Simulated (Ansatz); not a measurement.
**CH5GaO2 (SMILES [CH3][Ga]([OH])[OH]): wB97X/cc-pVDZ**

What is the energy change on altering one bond length of CH5GaO2 at wB97X/cc-pVDZ? 

The calculation is run with Ansatz 0.2.0.

80 further runs of the same task are left out: 3 that didn't finish, 77 set aside as unsound or not needed. Runs told in other sessions of the task aren't counted.

### Step 1. The structure to begin with

CH5GaO2 has 9 atoms, charge 0, and is taken as a singlet. SMILES: `[CH3][Ga]([OH])[OH]`. The coordinates come from a PBE0-D4/def2-TZVP relaxation. This is one conformer, not always the lowest.

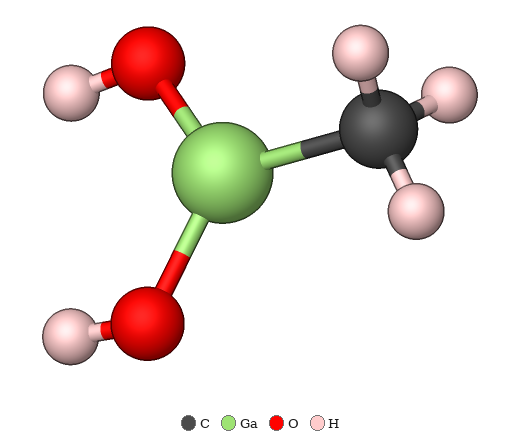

Viewed from a chosen angle; carbon dark grey, gallium green, oxygen red, hydrogen pink.

### Step 2. A single-point energy at wB97X/cc-pVDZ

Contents of in.yaml:

```yaml
crystal:
  periodic: [false, false, false]
  atoms:
    - {symbol: C, position_ang: [0.139500, 0.740600, -1.385600]}
    - {symbol: Ga, position_ang: [-0.022300, -0.180400, 0.314900]}
    - {symbol: O, position_ang: [0.237900, -1.947500, 0.443200]}
    - {symbol: O, position_ang: [-0.435700, 0.706800, 1.814800]}
    - {symbol: H, position_ang: [0.259800, 0.024500, -2.197900]}
    - {symbol: H, position_ang: [1.005300, 1.404900, -1.368100]}
    - {symbol: H, position_ang: [-0.746600, 1.349900, -1.568800]}
    - {symbol: H, position_ang: [0.141200, -2.314500, 1.323600]}
    - {symbol: H, position_ang: [-0.490700, 0.169600, 2.607000]}
basis:
  gaussian: {orbitals: cc-pVDZ}
accuracy: high
output: {orbitals: {seedname: orbitals}}
hamiltonian: {xc: {name: wB97X}}
```

Launch:

```sh
$ ansatz run in.yaml --threads 1 --pin off --max-ram 3480MiB --events-out events.jsonl --progress --plain --runs-dir runs
```

Log:

```text
Warning: RAYON_NUM_THREADS=1 ignored (pool sized by the plan → 1); use --threads N
Functional definition: wB97X
  name "wB97X"
  parameter omega = 0.3/bohr
  parameter cx = 0.157706
  parameter cx1 = 0.726479
  parameter cx2 = 1.04760
  parameter cx3 = -5.70635
  parameter cx4 = 13.2794
  parameter css1 = -4.33879
  parameter css2 = 18.2308
  parameter css3 = -31.7430
  parameter css4 = 17.2901
  parameter cos1 = 2.37031
  parameter cos2 = -11.3995
  parameter cos3 = 6.58405
  parameter cos4 = -3.78132
  exchange = spin_sum(e_x_unif_sr(omega)*poly(b97_u_x, 1 - cx, cx1, cx2, cx3, cx4)) + cx*exact_x_sr(omega)
      + exact_x_lr(omega)
  correlation = spin_sum(e_c_pw_same_spin*poly(b97_u_same, 1, css1, css2, css3, css4))
      + integral(e_c_pw_opposite_spin*poly(b97_u_opposite, 1, cos1, cos2, cos3, cos4))
2140 factors; integrals over basis functions are off by at most 4.7e-9 eV
387 factors; integrals over basis functions are off by at most 2.3e-9 eV
mean field evaluation 1: about -57582.9036 eV, gradient 6.8e1 eV
mean field evaluation 2: about -57581.7883 eV, gradient 7.5e1 eV
mean field evaluation 4: about -57591.4462 eV, gradient 1.6e0 eV
mean field evaluation 8: about -57591.5554 eV, gradient 9.2e-2 eV
mean field evaluation 16: about -57591.5555 eV, gradient 4.5e-5 eV
mean field -57591.55548521 eV, -2116.4506271230 hartree, gradient 6.1e-8 eV, S^2 0.000000; 0 other end points of the search recorded, 0 dependent functions left out
reference -57591.55548165 eV, -2116.4506269921 hartree; 29, 29 occupied and 65, 65 virtual orbitals, 2140 factors
Total energy: -57591.55548165 eV, -2116.4506269921 hartree
```

Wall time 36 s (1 thread of Arm Neoverse V2, shared host); peak memory 0.59 GiB.

### Step 3. The distorted shape

Contents of molecule.yaml:

```yaml
crystal:
  periodic: [false, false, false]
  atoms:
    - {symbol: C, position_ang: [0.121452, 0.848032, -1.263735]}
    - {symbol: Ga, position_ang: [-0.040348, -0.072968, 0.436765]}
    - {symbol: O, position_ang: [0.219852, -1.840068, 0.565065]}
    - {symbol: O, position_ang: [-0.453748, 0.814232, 1.936665]}
    - {symbol: H, position_ang: [0.259800, 0.024500, -2.197900]}
    - {symbol: H, position_ang: [0.987252, 1.512332, -1.246235]}
    - {symbol: H, position_ang: [-0.764648, 1.457332, -1.446935]}
    - {symbol: H, position_ang: [0.123152, -2.207068, 1.445465]}
    - {symbol: H, position_ang: [-0.508748, 0.277032, 2.728865]}
basis:
  gaussian:
    orbitals: cc-pVDZ
hamiltonian:
  xc: {name: wB97X}
accuracy: high
output:
  orbitals: {seedname: orbitals}
```

Launch:

```sh
$ ansatz run molecule.yaml --threads 1 --pin off --max-ram 3480MiB --events-out events.jsonl --progress --plain --runs-dir runs
```

Log (excerpt; [...] marks lines left out):

```text
Warning: RAYON_NUM_THREADS=1 ignored (pool sized by the plan → 1); use --threads N
Functional definition: wB97X
  name "wB97X"
[...]
      + exact_x_lr(omega)
[...]
      + integral(e_c_pw_opposite_spin*poly(b97_u_opposite, 1, cos1, cos2, cos3, cos4))
2148 factors; integrals over basis functions are off by at most 4.6e-9 eV
388 factors; integrals over basis functions are off by at most 2.5e-9 eV
[...]
mean field -57591.24427834 eV, -2116.4391904816 hartree, gradient 7.1e-8 eV, S^2 0.000000; 0 other end points of the search recorded, 0 dependent functions left out
reference -57591.24427477 eV, -2116.4391903503 hartree; 29, 29 occupied and 65, 65 virtual orbitals, 2148 factors
Total energy: -57591.24427477 eV, -2116.4391903503 hartree
```

Run time: 36 s. Hardware: 1 thread of Arm Neoverse V2, shared host; peak memory 0.59 GiB.

### Step 4. Summary of results

At wB97X/cc-pVDZ:

| quantity | value |
| --- | --- |
| first shape: total energy | -2116.45063 Eh |
| first shape: HOMO energy | -10.69 eV |
| first shape: LUMO energy | 2.24 eV |
| first shape: HOMO–LUMO gap | 12.92 eV |
| distorted shape: total energy | -2116.43919 Eh |
| distorted shape: HOMO energy | -10.70 eV |
| distorted shape: LUMO energy | 2.22 eV |
| distorted shape: HOMO–LUMO gap | 12.91 eV |
| energy change with the C1–H5 bond stretched from 1.090 to 1.253 Å | 0.311 eV |

With the C1–H5 bond stretched from 1.090 to 1.253 Å the energy rises by 0.31 eV (7.2 kcal/mol). The first shape isn't relaxed at this level, so the change isn't measured from a minimum.
